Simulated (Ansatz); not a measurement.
# Mo5Ru: what a guessed cell relaxes into, part 1 of 2

Where does this trial cell of Mo5Ru go when cell and atoms are let free?

Method: DFT PBE, scalar-relativistic, plane waves, PAW, in Ansatz 0.2.0.

2 further runs of the same task are left out: 1 that didn't finish, 1 set aside as unsound or not needed.

## (1) The structure to begin with

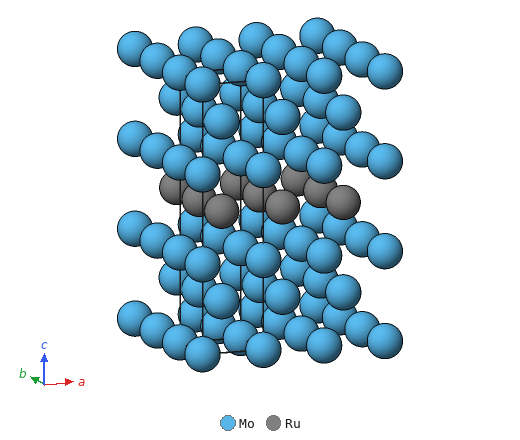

The starting structure, seen slightly off an axis (molybdenum blue, ruthenium grey). 3×3×1 cells are drawn. Atoms on the faces are drawn again on the opposite ones.

Coordinates:

```cif
data_structure
_symmetry_space_group_name_H-M 'P4/mmm'
_symmetry_Int_Tables_number 123
_cell_length_a 2.8986
_cell_length_b 2.8986
_cell_length_c 12.2976
_cell_angle_alpha 90.000
_cell_angle_beta 90.000
_cell_angle_gamma 90.000
_cell_volume 103.32
loop_
_atom_site_label
_atom_site_type_symbol
_atom_site_symmetry_multiplicity
_atom_site_Wyckoff_symbol
_atom_site_fract_x
_atom_site_fract_y
_atom_site_fract_z
_atom_site_occupancy
Mo1 Mo 2 g 0.00000 0.00000 0.66667 1
Mo2 Mo 2 h 0.50000 0.50000 0.83333 1
Mo3 Mo 1 a 0.00000 0.00000 0.00000 1
Ru1 Ru 1 d 0.50000 0.50000 0.50000 1
```

The start is an ordering of an alloy on its end members' structure types: elements ordered on the sites of the Cu type, Ru/Mo on Cu (P4/mmm, No. 123).

## (2) Probe: one point on a coarse mesh

Input file input.yaml:

```yaml
crystal:
  lattice:
    - [2.89857548, 0.0, 0.0]
    - [0.0, 2.89857548, 0.0]
    - [0.0, 0.0, 12.29761426]
  atoms:
    - { symbol: Mo, position: [0.0, 0.0, 0.66666667] }
    - { symbol: Mo, position: [0.5, 0.5, 0.83333333] }
    - { symbol: Mo, position: [0.0, 0.0, 0.0] }
    - { symbol: Mo, position: [0.5, 0.5, 0.16666667] }
    - { symbol: Mo, position: [0.0, 0.0, 0.33333333] }
    - { symbol: Ru, position: [0.5, 0.5, 0.5] }
basis:
  ecutwfc: 420
kpoints:
  mp_grid: { grid: [6, 6, 2] }
hamiltonian:
  xc: pbe
scf:
  occupations: { method: gaussian, width: 0.1 }
  lower_state_search: "off"
output:
  forces: true
  stress: true
  eigenvalues: true
```

Started as:

```console
> ansatz run input.yaml --threads 1 --pin off --max-ram 2560MiB --backend cpu --events-out ev --progress --plain --runs-dir out
```

Standard output (excerpt; [...] marks lines left out):

```text
[...]
SCF converged after 7 iterations
Free energy (F): -30656.223963 eV
[...]
E sigma→0 (E₀):  -30656.205530 eV
Entropy (-TS):   -0.036866 eV (-6.144 meV/atom)
Fermi energy:    18.264906 eV
[...]
--- Forces (eV/Å), atoms counted from 1 ---
  atom   1  Mo    -0.00000000     0.00000000    -1.05179150
  atom   2  Mo     0.00000000     0.00000000     0.20986097
  atom   3  Mo    -0.00000000     0.00000000     0.00000000
  atom   4  Mo     0.00000000     0.00000000    -0.20986097
  atom   5  Mo    -0.00000000     0.00000000     1.05179150
  atom   6  Ru     0.00000000     0.00000000     0.00000000
[...]
--- Stress (GPa, compression-positive) ---
      -19.835037       0.000000       0.000000
        0.000000     -19.835037       0.000000
        0.000000       0.000000     -18.699860
  P = ⅓ Tr σ = -19.4566 GPa (-194.566 kbar)
--- Band table (eV; the first three rows and the last of 20) ---
[...]
```

Run time: 8.3 s. Hardware: 1 thread of AMD EPYC (Zen 3), shared host; peak memory 0.41 GiB.

From the probe: pressure -19.5 GPa, largest force 1.05 eV/Å, gap on this mesh none (metal). A guess like this is first relaxed loosely on the coarse mesh.

## (3) Rough relaxation on the coarse mesh

input.yaml, as its differences from that of step 2:

```diff
@@ -25 +25,6 @@
   eigenvalues: true
+relax:
+  adjacent_minimum: "off"
+  f_tol: 0.04
+  max_steps: 70
+  cell: { stress_tol: 0.4 }
```

Started as:

```console
> ansatz run input.yaml --threads 1 --pin off --max-ram 2560MiB --backend cpu --events-out ev --progress --plain --runs-dir out
```

Standard output:

```text
Warning: RAYON_NUM_THREADS=1 ignored (pool sized by the plan → 1); use --threads N
Engine: ansatz 0.2.0, x86_64-unknown-linux-gnu
Pseudopotentials: kind: paw
Pseudopotential: Mo, paw, valence charge 14, recommended cutoff 420 eV (normal), Mo.paw.azcp
Pseudopotential: Ru, paw, valence charge 16, recommended cutoff 420 eV (normal), Ru.paw.azcp
Functional definition: PBE
  parameter kappa = 0.804
  parameter beta = 0.06672455060314922
  exchange = pbe_x(kappa = kappa, mu = beta*pi^2/3)
  correlation = pbe_c(beta = beta)
Crystal: 6 atoms, lattice volume = 103.321 Å³
Basis set: ecut = 420 eV, 1989 PW (Γ), exchange–correlation on 40×40×180 points (8 copies of the dense FFT grid, shifted against one another)
Bands: 52, of which v1, the nominal top of the filled ones, is band 43 counted from 1 (42 counted from 0)
Symmetry: 16 space group operations
Space group: P4/mmm (ITA 123), of the structure as read, at distance tolerance 4.7e-5 Å
k-points: 20 of 72
Non-local potential: Mo, projectors of the file, l = 0: 3, l = 1: 2, l = 2: 2, l = 3: 1
Non-local potential: Ru, projectors of the file, l = 0: 3, l = 1: 2, l = 2: 2, l = 3: 1
PAW form: soft (Blöchl's): semilocal exchange-correlation on the pseudo side does not see the compensation charge
PAW one-centre angular grid: Mo, 590 points (default); XC on 64 Gauss nodes
PAW one-centre angular grid: Ru, 590 points (default); XC on 64 Gauss nodes
Initial density: superposition of atomic densities (neutral atoms: chi_scale 0, normalization atom), corrected by the library's trained network
Initial wavefunctions: pseudopotential atomic-orbital guess
Functional: x = pbe(κ = 0.804, μ = 0.2195149727645171), c = pbe(β = 0.06672455060314922)
SCF iter   1: F=—  HF=-30656.237139 eV  |F-HF|=—  |Δ(HF+E_count)|=         —  Δρ=1.14e-2  dr2=6.32e-1  ethr=1.77e-3  ⟨swp⟩=4.2  Hψ=3147  notcnv=0
preconditioner: auto → Kerker (q_TF=auto, 2.646 Å⁻¹)  [metal: Δε(μ)=0.033 eV  Ē_g=3.543 eV  σ=0.100 eV  W_gap=0.18  n_scr=30 (ndim 8)  ℏωp=22.5 eV  f_vac=0.000  D(μ)=6.86/eV (n_scr^D=84)]
SCF iter   2: F=—  HF=-30656.227640 eV  |F-HF|=—  |Δ(HF+E_count)|=   9.50e-3  Δρ=5.21e-3  dr2=1.69e-1  ethr=7.35e-4  ⟨swp⟩=1.0  Hψ=1200  notcnv=0
SCF iter   3: F=—  HF=-30656.223919 eV  |F-HF|=—  |Δ(HF+E_count)|=   3.72e-3  Δρ=5.97e-4  dr2=2.82e-3  ethr=1.96e-4  ⟨swp⟩=1.0  Hψ=987  notcnv=0
SCF iter   4: F=—  HF=-30656.223833 eV  |F-HF|=—  |Δ(HF+E_count)|=   8.58e-5  Δρ=1.47e-4  dr2=9.33e-5  ethr=3.28e-6  ⟨swp⟩=1.1  Hψ=991  notcnv=0
SCF iter   5: F=—  HF=-30656.223964 eV  |F-HF|=—  |Δ(HF+E_count)|=   1.30e-4  Δρ=4.53e-5  dr2=5.93e-6  ethr=1.08e-7  ⟨swp⟩=1.9  Hψ=1409  notcnv=0
SCF iter   6: F=—  HF=-30656.223963 eV  |F-HF|=—  |Δ(HF+E_count)|=   2.13e-7  Δρ=1.46e-5  dr2=5.38e-7  ethr=6.89e-9  ⟨swp⟩=1.8  Hψ=1347  notcnv=0
SCF iter   7: F=-30656.223963 eV  HF=-30656.223963 eV  |F-HF|=1.14e-8  |Δ(HF+E_count)|=   1.78e-8  Δρ=4.02e-6  dr2=1.82e-8  ethr=1.16e-10  ⟨swp⟩=7.5  Hψ=3642  notcnv=0
SCF 1 converged in 7 iterations: F = -30656.223963 eV  dr2 = 1.82e-8
relax step   1: F+E_penalty+E_count = -30656.22396336 eV  Δ(F+E_penalty+E_count) = +0.000e0 eV  max|allowed force component| = 1.052e0 eV/Å  Δτ_max = 0.0000 Å  P = -19.457 GPa  Ω = 103.321 Å³  (7 SCF iters, dr2 threshold 1.00e-7 eV, accepted)
Crystal: 6 atoms, lattice volume = 89.237 Å³
Basis set: ecut = 420 eV, 1779 PW (Γ), exchange–correlation on 40×40×180 points (8 copies of the dense FFT grid, shifted against one another)
Initial density: handed on by an earlier stage of this run
Initial wavefunctions: those handed on with the density
iter 1 solved again at ethr=2.09e-3 eV; its pass at ethr=3.10e-3 eV (dr2=1.80e0 eV) is discarded
SCF iter   1: F=—  HF=-30656.843061 eV  |F-HF|=—  |Δ(HF+E_count)|=         —  Δρ=1.77e-2  dr2=1.80e0  ethr=2.09e-3  ⟨swp⟩=1.0  Hψ=5414  notcnv=0
preconditioner: auto → Kerker (q_TF=auto, 2.712 Å⁻¹)  [metal: Δε(μ)=0.025 eV  Ē_g=4.305 eV  σ=0.100 eV  W_gap=0.14  n_scr=30 (ndim 8)  ℏωp=24.2 eV  f_vac=0.000  D(μ)=6.79/eV (n_scr^D=84)]
SCF iter   2: F=—  HF=-30656.811041 eV  |F-HF|=—  |Δ(HF+E_count)|=   3.20e-2  Δρ=9.38e-3  dr2=5.00e-1  ethr=2.09e-3  ⟨swp⟩=1.0  Hψ=1040  notcnv=0
SCF iter   3: F=—  HF=-30656.800436 eV  |F-HF|=—  |Δ(HF+E_count)|=   1.06e-2  Δρ=1.17e-3  dr2=1.61e-3  ethr=5.82e-4  ⟨swp⟩=1.4  Hψ=1049  notcnv=0
SCF iter   4: F=—  HF=-30656.800312 eV  |F-HF|=—  |Δ(HF+E_count)|=   1.24e-4  Δρ=2.42e-4  dr2=8.59e-5  ethr=1.87e-6  ⟨swp⟩=2.0  Hψ=1323  notcnv=0
SCF iter   5: F=—  HF=-30656.800300 eV  |F-HF|=—  |Δ(HF+E_count)|=   1.20e-5  Δρ=5.41e-5  dr2=2.52e-6  ethr=9.99e-8  ⟨swp⟩=2.0  Hψ=1421  notcnv=0
SCF iter   6: F=-30656.800300 eV  HF=-30656.800300 eV  |F-HF|=1.03e-7  |Δ(HF+E_count)|=   4.79e-7  Δρ=1.29e-5  dr2=1.90e-7  ethr=6.98e-10  ⟨swp⟩=7.0  Hψ=4333  notcnv=0
the search or the solves at the SCF's close seem to have found levels that the self-consistency loop had missed (the run counts 2). By its estimate they hold under 1e-12 electrons; where the run keeps them, the occupations were computed again with them
SCF 2 converged in 6 iterations: F = -30656.800300 eV  dr2 = 1.90e-7
relax step   2: F+E_penalty+E_count = -30656.80029987 eV  Δ(F+E_penalty+E_count) = -5.763e-1 eV  max|allowed force component| = 4.240e-1 eV/Å  Δτ_max = 0.0955 Å  P = +14.359 GPa  Ω = 89.237 Å³  energy of the carried Pulay correction = +3.732e-3 eV  (6 SCF iters, dr2 threshold 6.00e-7 eV, accepted)
Crystal: 6 atoms, lattice volume = 94.312 Å³
Basis set: ecut = 420 eV, 1861 PW (Γ), exchange–correlation on 40×40×180 points (8 copies of the dense FFT grid, shifted against one another)
SCF iter   1: F=—  HF=-30657.152845 eV  |F-HF|=—  |Δ(HF+E_count)|=         —  Δρ=1.95e-2  dr2=4.43e0  ethr=3.10e-3  ⟨swp⟩=7.4  Hψ=3194  notcnv=0
preconditioner: auto → Kerker (q_TF=auto, 2.687 Å⁻¹)  [metal: Δε(μ)=0.004 eV  Ē_g=4.038 eV  σ=0.100 eV  W_gap=0.02  n_scr=30 (ndim 8)  ℏωp=23.6 eV  f_vac=0.000  D(μ)=9.54/eV (n_scr^D=120)]
SCF iter   2: F=—  HF=-30657.103619 eV  |F-HF|=—  |Δ(HF+E_count)|=   4.92e-2  Δρ=9.46e-3  dr2=1.25e0  ethr=3.10e-3  ⟨swp⟩=1.0  Hψ=1200  notcnv=0
SCF iter   3: F=—  HF=-30657.082104 eV  |F-HF|=—  |Δ(HF+E_count)|=   2.15e-2  Δρ=1.59e-3  dr2=3.13e-2  ethr=1.46e-3  ⟨swp⟩=1.0  Hψ=981  notcnv=0  defer=1
SCF iter   4: F=—  HF=-30657.081432 eV  |F-HF|=—  |Δ(HF+E_count)|=   6.73e-4  Δρ=5.20e-4  dr2=1.43e-3  ethr=3.64e-5  ⟨swp⟩=1.1  Hψ=983  notcnv=0  defer=1
SCF iter   5: F=—  HF=-30657.081350 eV  |F-HF|=—  |Δ(HF+E_count)|=   8.16e-5  Δρ=1.06e-4  dr2=1.34e-5  ethr=1.66e-6  ⟨swp⟩=2.0  Hψ=1470  notcnv=0  defer=1
SCF iter   6: F=—  HF=-30657.081374 eV  |F-HF|=—  |Δ(HF+E_count)|=   2.42e-5  Δρ=3.24e-5  dr2=1.96e-6  ethr=6.98e-10  ⟨swp⟩=10.1  Hψ=4717  notcnv=0
SCF iter   7: F=-30657.081374 eV  HF=-30657.081374 eV  |F-HF|=3.44e-8  |Δ(HF+E_count)|=   1.43e-7  Δρ=7.42e-6  dr2=6.08e-8  ethr=6.98e-10  ⟨swp⟩=3.7  Hψ=2923  notcnv=0
SCF 3 converged in 7 iterations: F = -30657.081374 eV  dr2 = 6.08e-8
relax step   3: F+E_penalty+E_count = -30657.08137417 eV  Δ(F+E_penalty+E_count) = -2.811e-1 eV  max|allowed force component| = 4.672e-1 eV/Å  Δτ_max = 0.0309 Å  P = -1.075 GPa  Ω = 94.312 Å³  energy of the carried Pulay correction = +2.325e-3 eV  (7 SCF iters, dr2 threshold 6.00e-7 eV, accepted)
[... 12 lines left out ...]
relax step   4: F+E_penalty+E_count = -30657.34152589 eV  Δ(F+E_penalty+E_count) = -2.602e-1 eV  max|allowed force component| = 2.972e-1 eV/Å  Δτ_max = 0.0671 Å  P = -3.652 GPa  Ω = 95.459 Å³  energy of the carried Pulay correction = +2.018e-3 eV  (7 SCF iters, dr2 threshold 6.00e-7 eV, accepted)
[... 13 lines left out ...]
relax step   5: F+E_penalty+E_count = -30657.52383440 eV  Δ(F+E_penalty+E_count) = -1.823e-1 eV  max|allowed force component| = 4.900e-1 eV/Å  Δτ_max = 0.0887 Å  P = -0.435 GPa  Ω = 94.747 Å³  energy of the carried Pulay correction = +2.208e-3 eV  (8 SCF iters, dr2 threshold 6.00e-7 eV, accepted)
[... 11 lines left out ...]
relax step   6: F+E_penalty+E_count = -30657.54867585 eV  Δ(F+E_penalty+E_count) = -2.484e-2 eV  max|allowed force component| = 9.435e-2 eV/Å  Δτ_max = 0.0350 Å  P = -0.363 GPa  Ω = 94.463 Å³  energy of the carried Pulay correction = +2.285e-3 eV  (6 SCF iters, dr2 threshold 6.00e-7 eV, accepted)
[... 10 lines left out ...]
relax step   7: F+E_penalty+E_count = -30657.55047840 eV  Δ(F+E_penalty+E_count) = -1.803e-3 eV  max|allowed force component| = 2.158e-2 eV/Å  Δτ_max = 0.0096 Å  P = -0.023 GPa  Ω = 94.284 Å³  energy of the carried Pulay correction = +2.333e-3 eV  (6 SCF iters, dr2 threshold 5.56e-7 eV, accepted)
Basis set: ecut = 420 eV, 1879 PW (Γ), exchange–correlation on 36×36×180 points (8 copies of the dense FFT grid, shifted against one another)
Initial wavefunctions: pseudopotential atomic-orbital guess (no wavefunctions were taken with the density)
iter 1 solved again at ethr=5.73e-8 eV; its pass at ethr=3.10e-3 eV (dr2=4.93e-5 eV) is discarded
SCF iter   1: F=—  HF=-30657.548087 eV  |F-HF|=—  |Δ(HF+E_count)|=         —  Δρ=3.25e-4  dr2=1.18e-5  ethr=5.73e-8  ⟨swp⟩=3.0  Hψ=6161  notcnv=0
preconditioner: auto → Kerker (q_TF=auto, 2.687 Å⁻¹)  [metal: Δε(μ)=0.034 eV  Ē_g=4.176 eV  σ=0.100 eV  W_gap=0.18  n_scr=30 (ndim 8)  ℏωp=23.6 eV  f_vac=0.000  D(μ)=7.00/eV (n_scr^D=86)]
SCF iter   2: F=—  HF=-30657.548254 eV  |F-HF|=—  |Δ(HF+E_count)|=   1.67e-4  Δρ=1.67e-4  dr2=2.93e-6  ethr=1.37e-8  ⟨swp⟩=1.1  Hψ=1041  notcnv=0
SCF iter   3: F=—  HF=-30657.548263 eV  |F-HF|=—  |Δ(HF+E_count)|=   9.02e-6  Δρ=1.25e-5  dr2=5.95e-8  ethr=3.41e-9  ⟨swp⟩=2.0  Hψ=1850  notcnv=0
iter 4 did not close the SCF: its close was put off for the readings that it lacked (scf_convergence_deferred on its scf_iter line)
SCF iter   4: F=-30657.548263 eV  HF=-30657.548263 eV  |F-HF|=5.53e-10  |Δ(HF+E_count)|=   3.25e-8  Δρ=1.35e-6  dr2=1.01e-9  ethr=6.91e-11  ⟨swp⟩=2.1  Hψ=1443  notcnv=0
iter 5 did not close the SCF: its close was put off for the readings that it lacked (scf_convergence_deferred on its scf_iter line)
SCF iter   5: F=-30657.548263 eV  HF=-30657.548263 eV  |F-HF|=2.07e-10  |Δ(HF+E_count)|=  4.37e-11  Δρ=3.05e-7  dr2=2.40e-10  ethr=1.18e-12  ⟨swp⟩=2.0  Hψ=1885  notcnv=0
SCF iter   6: F=-30657.548263 eV  HF=-30657.548263 eV  |F-HF|=3.64e-12  |Δ(HF+E_count)|=  1.46e-11  Δρ=5.06e-8  dr2=8.70e-12  ethr=1.00e-12  ⟨swp⟩=1.6  Hψ=2211  notcnv=0
SCF 8 converged in 6 iterations: F = -30657.548263 eV  dr2 = 8.70e-12
relax step   8: F+E_penalty+E_count = -30657.54826326 eV  Δ(F+E_penalty+E_count) = +2.215e-3 eV  max|allowed force component| = 2.157e-2 eV/Å  Δτ_max = 0.0000 Å  P = -0.012 GPa  Ω = 94.284 Å³  stress off target by 1.36e-1 GPa  SCF on the basis re-selected at this cell (its energy is not comparable with the rows above)  (6 SCF iters)
basis re-selected at this cell: Δ(F+E_penalty+E_count) = +2.215e-3 eV, ΔP = +0.012 GPa vs the last step (what re-selecting the basis moved, of the pressure what is left beyond the Pulay correction that the steps carried, after the strain that the cell walked since its last selection, with what the two solves' SCF thresholds leave and, on support functions, any second-order correction that the steps lacked; it is no measure of the basis error at this ecutwfc). The dense FFT grid was sized anew with the basis: this SCF ran on 18×18×90 points, the steps before it on 20×20×90, so part of this shift can come from that change (see relax.cell in the input reference). This SCF's stress stands 1.36e-1 GPa from its target on what of the cell is left free (relax.cell.stress_tol is 4.00e-1 GPa) and its largest allowed force component is 2.16e-2 eV/Å (relax.f_tol is 4.00e-2 eV/Å): within both
SCF converged after 6 iterations
Free energy (F): -30657.548263 eV
Harris-Foulkes:  -30657.548263 eV  (|F-HF|=3.64e-12)
Internal energy: -30657.513287 eV  (E = F + TS)
E sigma→0 (E₀):  -30657.530775 eV
Entropy (-TS):   -0.034977 eV (-5.829 meV/atom)
Fermi energy:    20.636660 eV
--- Per-component energies (eV) ---
  E_band       = -386.151614
  E_kinetic    = 2717.505751
  E_local      = -6062.775832  (includes V_loc(G=0)·N_el)
  E_nonlocal   = 1057.782400
  E_hartree    = 2113.092204
  E_xc         = -1107.203685
  E_vxc        = -1383.209598  (∫ρ·V_xc dr)
  E_paw        = -19467.181555  (= ΣΔE_a)
  E_vpaw       = -941.638867  (= ΣTr[D̂ρ^β])
  E_aug_tail   = 0.000031  (compensation charges beyond the density's cutoff)
  E_ewald      = -9908.732601
  E_smearing   = -0.034977  (= −TS)
  E_closure    = -0.000000  (closes the sum)
  Σ components = -30657.548263   (vs F -30657.548263, Δ=0.00e0)
--- Forces (eV/Å), atoms counted from 1 ---
  atom   1  Mo     0.00000000     0.00000000     0.02156622
  atom   2  Mo    -0.00000000     0.00000000     0.00984573
  atom   3  Mo     0.00000000     0.00000000     0.00000000
  atom   4  Mo    -0.00000000     0.00000000    -0.00984573
  atom   5  Mo     0.00000000     0.00000000    -0.02156622
  atom   6  Ru     0.00000000     0.00000000     0.00000000
  max |Σ_I F_I| component: 3.47e-18 eV/Å
--- Stress (GPa, compression-positive) ---
       -0.086005       0.000000       0.000000
        0.000000      -0.086005       0.000000
        0.000000       0.000000       0.136200
  P = ⅓ Tr σ = -0.0119 GPa (-0.119 kbar)
--- Band table (eV; the first three rows and the last of 20) ---
  k-point 0: bands = ["-51.9075", "-40.5488", "-40.4594", "-40.4293", "-40.2393", "-40.2366", "-22.0313", "-21.5802", "-21.5802", "-14.8901", "-14.6717", "-14.4121", "-14.1828", "-14.0615", "-14.0351", "-14.0351", "-13.9393", "-13.9393", "-13.8928", "-13.8928", "-13.7115", "-13.7115", "-13.7053", "-13.7053", "13.5410", "14.6130", "14.7980", "15.1177", "15.6429", "15.8125", "15.9259", "16.5084", "16.7147", "17.6166", "17.6225", "18.4016", "19.3555", "19.3555", "19.4600", "19.4978", "19.8826", "20.3719", "20.7971", "20.9941", "20.9941", "21.3587", "21.3587", "21.5486", "22.9814", "22.9814", "23.0903", "23.1529"]
  k-point 1: bands = ["-51.9075", "-40.5488", "-40.4593", "-40.4294", "-40.2389", "-40.2370", "-22.0313", "-21.5802", "-21.5802", "-14.8941", "-14.6550", "-14.4400", "-14.1485", "-14.0807", "-14.0352", "-14.0352", "-13.9390", "-13.9390", "-13.8931", "-13.8931", "-13.7104", "-13.7104", "-13.7063", "-13.7063", "13.7534", "13.9752", "15.1073", "15.6203", "15.6475", "15.6566", "15.7586", "16.4040", "17.0308", "17.1384", "17.9462", "18.3397", "19.0908", "19.3007", "19.3602", "19.3602", "19.9903", "20.6947", "20.8296", "20.8296", "21.1837", "21.5486", "21.8727", "21.8727", "22.1559", "22.1559", "22.7219", "23.6534"]
  k-point 2: bands = ["-51.8922", "-40.5086", "-40.4232", "-40.3991", "-40.2061", "-40.2044", "-22.0155", "-21.7302", "-21.5669", "-14.8194", "-14.6426", "-14.4523", "-14.2904", "-14.2833", "-14.1697", "-14.0900", "-14.0860", "-14.0012", "-13.9870", "-13.9726", "-13.9111", "-13.8732", "-13.6885", "-13.6842", "14.3130", "15.1787", "15.3452", "15.6292", "16.2541", "16.3979", "16.4118", "17.2987", "17.5002", "18.1114", "18.1799", "18.8424", "18.8468", "18.8831", "19.0171", "19.2706", "19.4734", "19.4828", "20.5182", "20.5596", "20.9700", "21.1314", "21.4284", "21.6446", "21.7786", "22.3946", "22.6980", "23.0799"]
  k-point 19: bands = ["-51.7864", "-40.2463", "-40.1788", "-40.1788", "-39.9704", "-39.9698", "-22.0901", "-22.0901", "-21.8921", "-15.0481", "-15.0481", "-14.9192", "-14.9192", "-14.8244", "-14.8244", "-14.6469", "-14.6469", "-14.6427", "-14.6427", "-14.3096", "-14.2367", "-14.2350", "-14.0950", "-14.0797", "15.1252", "15.1784", "15.6168", "15.6266", "15.8116", "15.8116", "16.1894", "16.2370", "16.6069", "16.6069", "18.3453", "18.3453", "18.4568", "18.4568", "20.8525", "21.5266", "21.7451", "21.7451", "22.2293", "22.2293", "22.6051", "22.9254", "23.1091", "23.2406", "23.4538", "25.9014", "25.9606", "25.9609"]
--- Relaxed structure (7 steps of the walk, 7 accepted, 1 SCFs on fresh bases) ---
  F+E_penalty+E_count = -30657.54826326 eV   max|allowed force component| = 2.157e-2 eV/Å   (the final SCF, on the basis selected at the relaxed cell)
  cell:  # Å, volume = 94.2839 Å³
    - [2.6804664268598075, 2.6024144589916197e-34, 0.0]
    - [2.6024144589916197e-34, 2.6804664268598075, 0.0]
    - [0.0, 0.0, 13.12250250777139]
  atoms:
    - { symbol: Mo, position: [-4.533419815029995e-34, 2.583357169404497e-34, 0.648469858098663] }
    - { symbol: Mo, position: [0.5, 0.5, 0.8232918948610884] }
    - { symbol: Mo, position: [7.166956058722992e-33, -8.442196670813491e-34, -2.3510298275485823e-20] }
    - { symbol: Mo, position: [0.5, 0.5, 0.17670810513891164] }
    - { symbol: Mo, position: [-4.616474834541995e-34, 2.5314477822094972e-34, 0.35153014190133713] }
    - { symbol: Ru, position: [0.5, 0.5, 0.5] }
```

Wall time 81 s (1 thread of AMD EPYC (Zen 3), shared host); peak memory 0.44 GiB.

Relaxation path:

| step | energy from step 1 (eV/cell) | largest force component (eV/Å) | pressure (GPa) | volume (Å³) |
| --- | --- | --- | --- | --- |
| 1 | 0.0000 | 1.0518 | -19.46 | 103.32 |
| 2 | -0.5763 | 0.4240 | 14.36 | 89.24 |
| 3 | -0.8574 | 0.4672 | -1.07 | 94.31 |
| 4 | -1.1176 | 0.2972 | -3.65 | 95.46 |
| 5 | -1.2999 | 0.4900 | -0.44 | 94.75 |
| 6 | -1.3247 | 0.0943 | -0.36 | 94.46 |
| 7 | -1.3265 | 0.0216 | -0.02 | 94.28 |
| 8 | -1.3243 | 0.0216 | -0.01 | 94.28 |

Step 1 is the start. Step 8 repeats the geometry before it on a plane-wave basis chosen anew for that cell, so its energy need not be comparable with the rows above.

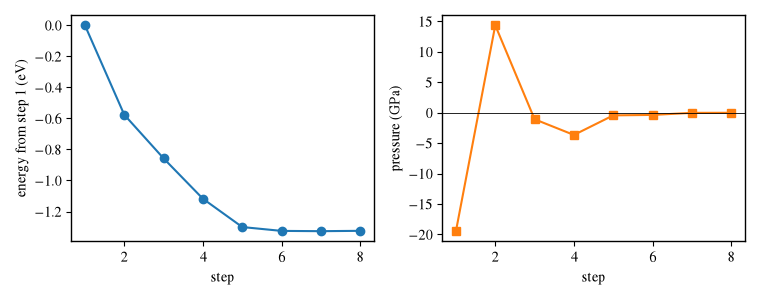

Energy and pressure along the relaxation.

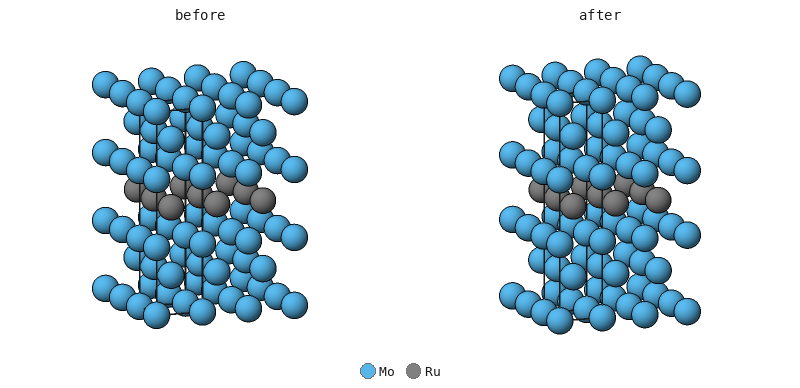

Before and after, at one scale.

|  | before | after | change |
| --- | --- | --- | --- |
| a (Å) | 2.899 | 2.680 | -7.5 % |
| b (Å) | 2.899 | 2.680 | -7.5 % |
| c (Å) | 12.298 | 13.123 | +6.7 % |
| volume (Å³/atom) | 17.22 | 15.71 | -8.7 % |
| shortest distance (Å) | 2.899 | 2.680 | -7.5 % |
| space group (0.01 Å) | P4/mmm | P4/mmm | same |

The run keeps the 16 symmetry operations of the start, so it could not have lowered the symmetry.

(Continued in part 2 of 2.)
